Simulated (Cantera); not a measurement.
A closed system holds: 1 mol Al2O3, 51 mol H2, 1.2 mol N2, 0.00038 mol HCl, held at 3.40 mbar.

These are equilibrium values from Cantera (NASA tables, ideal gas, pure condensed phases), not measurements of a reactor. Candidate condensed phases: Al, AlCl3, AlN, Al2O3, H2O, NH4Cl; 45 gas species. The tables' values for AlOH are old estimates; treat these amounts as uncertain. Kinetics and transport are ignored.

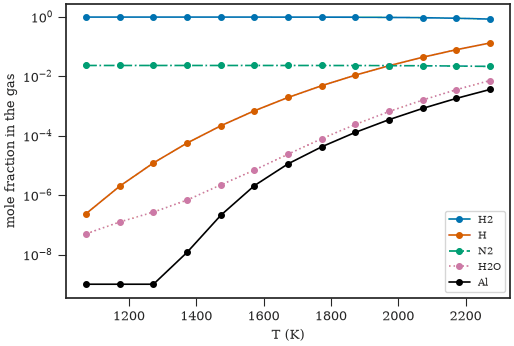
*Equilibrium gas composition (values under 1e-9 drawn at 1e-9)*

Q: Read off the mole fractions at 1173 K.

A: H2 about 0.98, N2 about 0.023, H about 2.0e-6, H2O about 1.2e-7.
